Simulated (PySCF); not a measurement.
# Run report: C4H11Si, EPR calculation

System: C4H11Si, multiplicity 2.
Method: UKS B3LYP, pcH-1 on C H Si, non-relativistic, mean-field spin-orbit, GIAO (PySCF 2.14.0).

It belongs to a series of runs on one base structure; here: X = H replaced by C2H5.

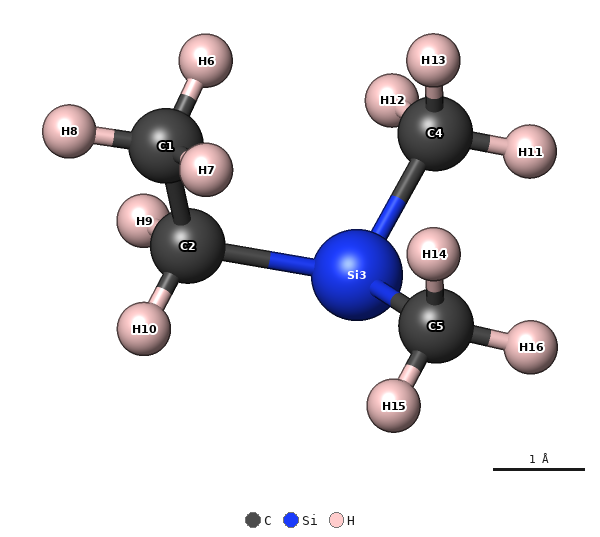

**Figure 1.** The input geometry (ball-and-stick view, seen at a tilt; atoms are numbered from 1 in the order of the input). Bond lengths as drawn: C–C 1.53 Å, C–H 1.09 Å and C–Si 1.91 to 1.92 Å.

### Input file
```
{"job": {"kind": "epr", "basis": "pcH-1"}, "charge": 0, "multiplicity": 2}
C      1.844539     0.079627     0.525187
C      1.240391    -0.249361    -0.838473
Si    -0.674602    -0.187232    -0.821736
C     -1.393518    -1.462410     0.402728
C     -1.302675     1.554795    -0.360573
H      1.507492    -0.630054     1.278166
H      1.559213     1.080589     0.842835
H      2.932518     0.036595     0.484082
H      1.577945    -1.240581    -1.145004
H      1.629422     0.453910    -1.576327
H     -2.478556    -1.474084     0.365430
H     -1.045285    -2.467949     0.187094
H     -1.104380    -1.223611     1.425416
H     -1.007223     1.816878     0.654567
H     -0.906768     2.315256    -1.026730
H     -2.386111     1.606576    -0.408072
```

The first line tells a small driver script what to run in PySCF; the rest is the geometry in Å.

Run on 1 CPU thread, shared host.

Run as:
```bash
OMP_NUM_THREADS=1 python <driver script> task.json out
```

### The program's output
```
UKS, coarse grid
  cycle   1  E = -448.46008136  |g| = 4.32e-01
  cycle   2  E = -448.40936749  |g| = 5.30e-01
  cycle   3  E = -448.55344643  |g| = 2.82e-02
  cycle   4  E = -448.55375533  |g| = 1.53e-02
  cycle   5  E = -448.55386908  |g| = 5.22e-03
  cycle   6  E = -448.55388292  |g| = 9.34e-04
  cycle   7  E = -448.55388335  |g| = 3.51e-04
UKS, final grid
  cycle   1  E = -448.55393796  |g| = 4.09e-04
  cycle   2  E = -448.55393792  |g| = 5.19e-04
  cycle   3  E = -448.55393804  |g| = 3.18e-05
  cycle   4  E = -448.55393804  |g| = 1.40e-05
E = -448.55393804 Eh   <S^2> = 0.7512 (exact 0.7500)
g shifts (ppm)      1          2          3
  rmc          -140       -140       -140
  gc              1         81         86
  oz_so         -70       1692       1746
  total        -209       1633       1692
hyperfine (MHz)  atom isotope    a_iso     a_fc   dipolar eigenvalues
    0   13C      26.62      26.63     -2.63     -2.53      5.16
    1   13C      32.96      32.94     -4.43     -4.43      8.86
    2  29Si    -471.70    -472.67   -166.34     83.01     83.32
    3   13C      31.46      31.44     -3.98     -3.75      7.73
    4   13C      31.47      31.45     -3.98     -3.75      7.73
    5    1H      -0.34      -0.34     -2.63     -0.80      3.43
    6    1H      -0.34      -0.34     -2.63     -0.80      3.43
    7    1H      16.99      16.99     -1.93     -0.69      2.62
    8    1H      -0.14      -0.15     -4.48     -2.41      6.89
    9    1H      -0.10      -0.10     -4.48     -2.41      6.90
   10    1H       3.27       3.27     -4.34     -2.59      6.93
   11    1H       0.58       0.58     -4.20     -2.45      6.64
   12    1H      54.71      54.71     -3.80     -0.17      3.98
   13    1H      54.70      54.70     -3.80     -0.17      3.98
   14    1H       0.70       0.70     -4.20     -2.45      6.66
   15    1H       3.10       3.10     -4.33     -2.58      6.92
```

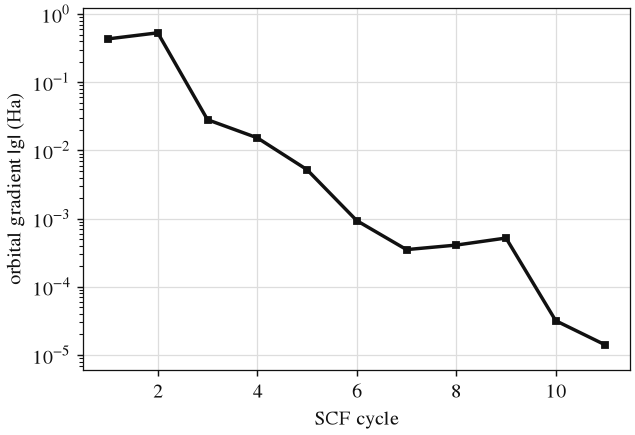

**Figure 2.** Convergence of the self-consistent field: orbital gradient |g| against the SCF cycle. All cycles printed in the log are drawn one after another.

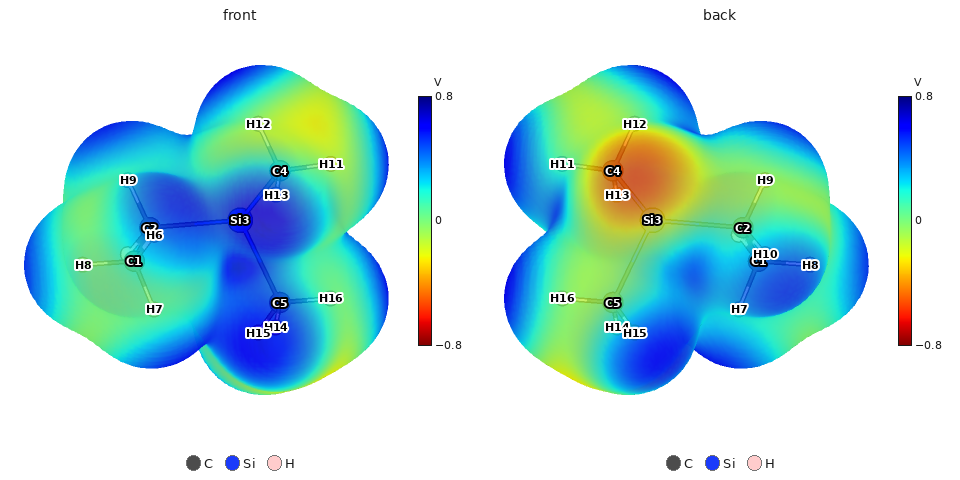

**Figure 3.** The molecular electrostatic potential painted on the density surface at 0.002 e/bohr³, seen at a tilt and from behind; red is negative and blue positive. A positive charge is drawn to the negative regions and a negative charge to the positive ones.

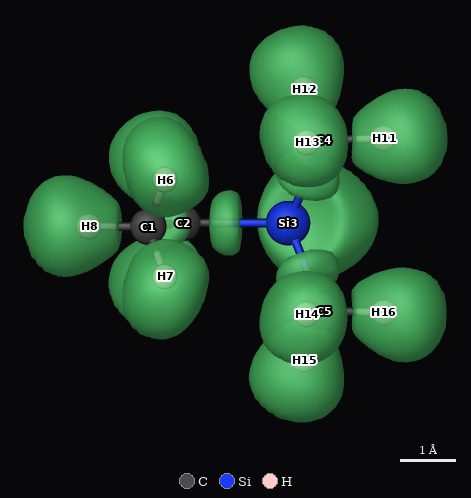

**Figure 4.** Isosurface of the ELF at 0.8 (green), seen face on. Only the valence region is drawn (cores and ρ < 0.01 e/Å³ removed). Along the contacts the grid gives the following.

### Key numbers

- outcome: converged
- total energy: −448.553938 hartree
- ⟨S²⟩: 0.751
- isotropic g: 2.0034
- wall time: 49 s
- peak memory: 0.87 GiB
